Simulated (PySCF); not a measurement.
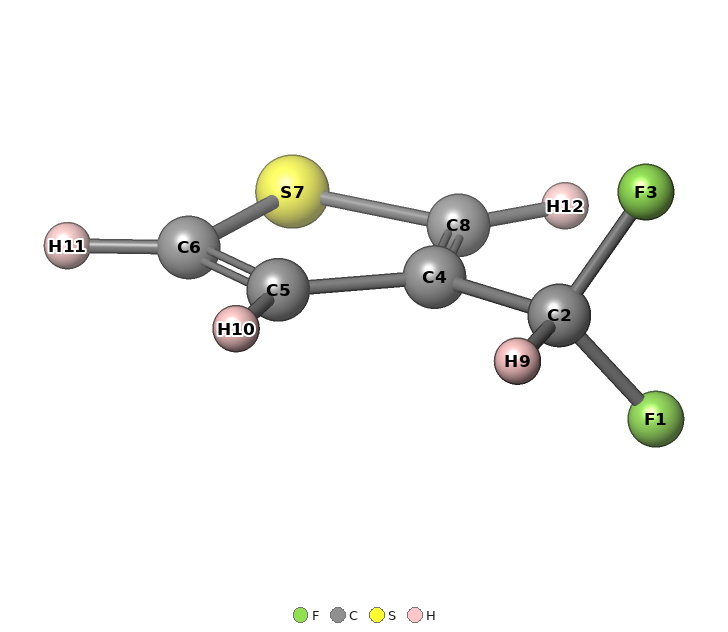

Atoms fade into the background with distance from the viewer. The computed structure is the end point of a GFN2-xTB optimisation. No frequency run is at hand to confirm it as a minimum.

Question: How is the 5-membered ring C4–C5–C6–S7–C8 puckered?

Answer: It is planar. The Cremer–Pople amplitude Q is 0.00 Å.

Question: Give the torsion angles round the ring, beginning with the bond from its second to its third atom.

Answer: 0°, 0°, 0°, 0°, 0°.
